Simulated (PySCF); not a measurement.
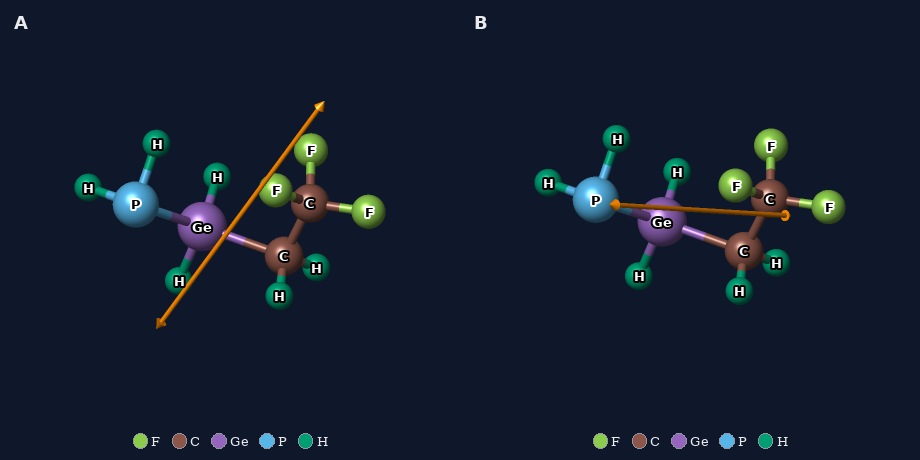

The double arrows show the directions of two transition dipoles from the ground state (lengths mean nothing). Computed geometry: GFN2-xTB optimisation. No frequency run is at hand to confirm it as a minimum. Level of theory: TDDFT CAM-B3LYP/def2-SVPD, vertical, gas phase, core orbitals frozen in the response (PySCF 2.14.0).

One belongs to singlet state 6 and one to singlet state 7. Which is which?

Answer. A: state 6, 8.26 eV (150 nm), oscillator strength 0.044, mainly HOMO−2 → LUMO (weight 0.76).
B: state 7, 8.35 eV (148 nm), oscillator strength 0.069, of mixed character, with the largest part HOMO → LUMO+6 (weight 0.38).

The geometry is semi-empirical. Around Ge, P such bond lengths and angles can be off by a tenth of an ångström or more and by several degrees, and values that hang on the shape move with them.
